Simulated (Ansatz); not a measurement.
Process, species as SMILES: Br (HBr) → Br atom + H atom
B3LYP-D3(BJ)/def2-TZVP geometries, fixed; electronic energies without zero-point terms.

Basis-set convergence of the bond dissociation energy at wB97M-V with Ansatz (a first-principles code). Cartesian d functions, on some or all atoms, in 6-31G, 6-31G*; all else is spherical. The program fits the integrals of some runs and decomposes those of others, by size. Open shells are unrestricted. The functional holds VV10 correlation; no added dispersion term, no relativity. Functions are those of the species that has most. Reference: the value in aug-cc-pV5Z, 92.03 kcal/mol, itself unsure by roughly 0.04 kcal/mol (its mean distance from pcseg-4, aug-pcseg-3, aug-cc-pVQZ). Deviations are taken from unrounded values.

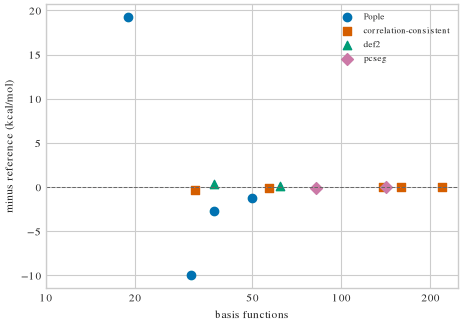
Figure: Deviation from the reference against the number of basis functions, by family of sets.

```tsv
basis	functions	bond dissociation energy (kcal/mol)	minus reference (kcal/mol)
STO-3G	19	111.27	19.24
6-31G	31	82.04	-9.99
cc-pVDZ	32	91.64	-0.39
6-31G*	37	89.33	-2.70
def2-SVP	37	92.34	0.31
6-311G**	50	90.84	-1.19
cc-pVTZ	57	91.87	-0.16
def2-TZVPP	62	92.17	0.14
aug-pcseg-2	82	91.88	-0.15
aug-cc-pVQZ	139	92.03	0.00
aug-pcseg-3	142	91.98	-0.05
cc-pV5Z	159	92.00	-0.03
aug-cc-pV5Z	220	92.03	0.00
```
